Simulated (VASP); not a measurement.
Here is the system:

```
CELL_PARAMETERS angstrom
      0.00000     2.99465     2.99465
      2.99465     0.00000     2.99465
      2.99465     2.99465     0.00000
ATOMIC_POSITIONS crystal
  Al 0.25000 0.25000 0.25000
  Al 0.75000 0.75000 0.75000
  Au 0.00000 0.00000 0.00000
```

The numbers are results of PBE GGA with D4 dispersion, VASP's PBE PAW potentials (set 64) (plane waves; VASP), not measurements. Run with 520 eV cut-off, 10×10×10 Γ-centred mesh, tetrahedra with Blöchl corrections, potentials Al Au.

Unless said otherwise, spin-orbit coupling is left out, though it shifts the bands of the heavy elements here.

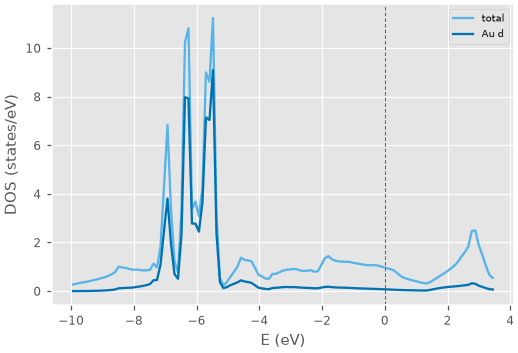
Figure: Total and projected density of states, zero at the Fermi level

Within 2 eV below the Fermi level the largest weight inside VASP's projection spheres is Au p, then Al p.

It has no gap at this level: it comes out as a metal or semimetal.

The compound is AuAl2 in the fluorite structure. It was relaxed first. The electron count is odd and the run is not spin-polarised, which forces a metal.
